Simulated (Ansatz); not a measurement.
**AlB₂H₅ (SMILES [BH2][AlH][BH2]): density, localisation and related maps**

Input file:

```
crystal:
  periodic: [false, false, false]
  atoms:
    - { symbol: B, position_ang: [-1.22006, 0.86765, -1.22862] }
    - { symbol: Al, position_ang: [0.25405, 0.47943, 0.21858] }
    - { symbol: B, position_ang: [0.97613, -1.32505, 1.01921] }
    - { symbol: H, position_ang: [-1.84345, 0.01895, -1.7678] }
    - { symbol: H, position_ang: [-1.51389, 1.95345, -1.58785] }
    - { symbol: H, position_ang: [0.94475, 1.77559, 0.81159] }
    - { symbol: H, position_ang: [1.82502, -1.37912, 1.83825] }
    - { symbol: H, position_ang: [0.57745, -2.39092, 0.69664] }
basis:
  gaussian: { orbitals: "6-31G" }
hamiltonian:
  xc: b3lyp
  dispersion: d4
relax:
  f_tol: 0.015
  max_steps: 40
output:
  orbitals: {}
```

Command:

```sh
ansatz run input.yaml --threads 1 --pin off --max-ram 2048MiB --backend cpu --events-out ev --progress --plain --runs-dir out
```

The fields are those of the relaxed geometry.

Theory: Ansatz 0.2.0, RKS B3LYP-D4/6-31G.

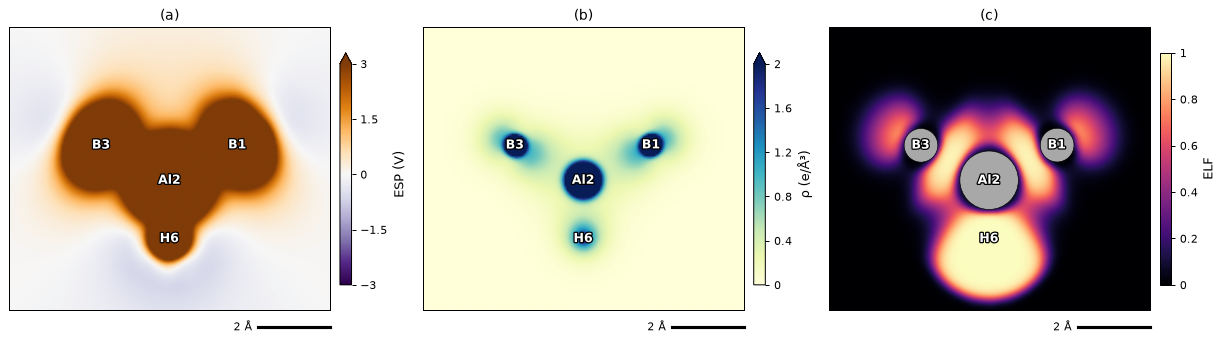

Figure 1. (a) molecular electrostatic potential; (b) total electron density; (c) ELF on the plane of atoms B1, Al2 and B3. Grey discs cover the atomic cores in the ELF map.

What does the map show?

Answer.
- Atoms in the plane: B, Al and H.
- Al–B (2.12 Å): the density is about 0.54 e/Å³ at the midpoint; the ELF peaks at about 1 between the atoms: a shared electron pair.
- Al–H (1.62 Å): the density is about 0.43 e/Å³ at the midpoint; the ELF climbs to about 1 towards the hydrogen.
- Outside the dense part of the molecule the potential is most negative (−0.6 V) near H6.

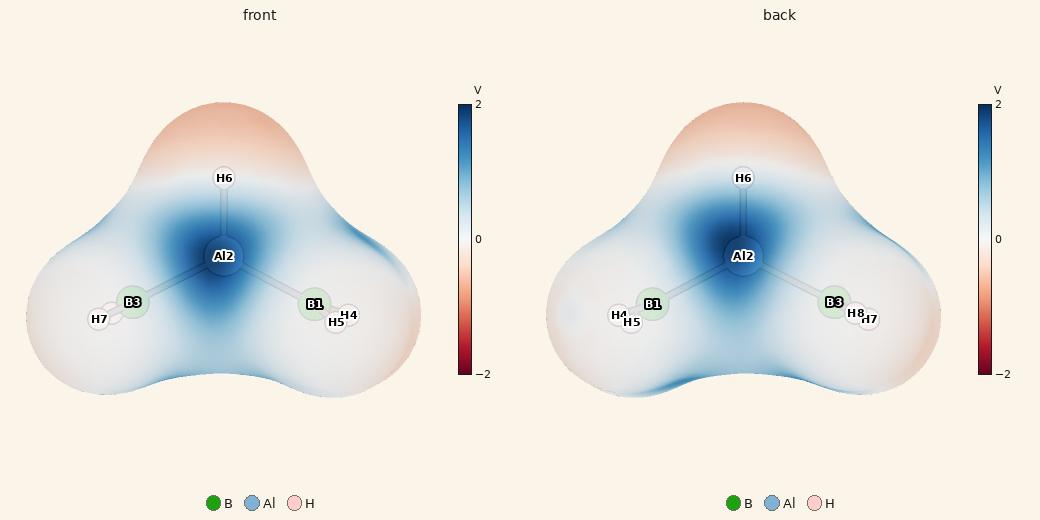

Figure 2. The molecular electrostatic potential painted on the density surface at 0.001 e/bohr³, seen from the front and from behind; the colour scale runs from red (negative) to blue (positive).

Describe the electrostatic potential map.

Answer. The most negative region (about −0.6 V) lies over H6, the most positive (about +1.9 V) over Al2.

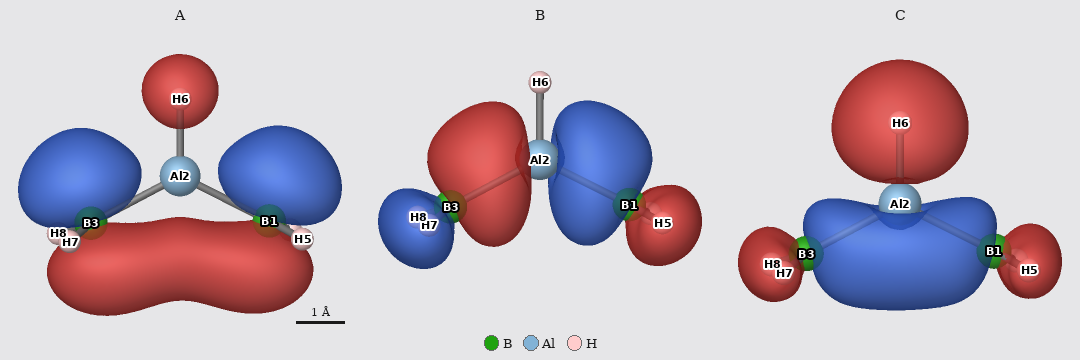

Figure 3. Three frontier orbitals at ±0.08 Å⁻³ᐟ² (red and blue are the two phases), in no order.

Which picture is the HOMO−1, the HOMO and the LUMO?

Answer. C is the HOMO−1 (−7.57 eV). Its weight (Hirshfeld) is mainly on Al2 (about 35 %), H6 (about 30 %), B3 (about 15 %) and B1 (about 15 %). B is the HOMO (−6.81 eV). It lies mainly on Al2 (about 30 %), B1 (about 25 %) and B3 (about 25 %). A is the LUMO (−2.41 eV). It lies mainly on B1 (about 35 %) and B3 (about 35 %).

What is the HOMO–LUMO gap?

Answer. 4.40 eV between the orbital energies.
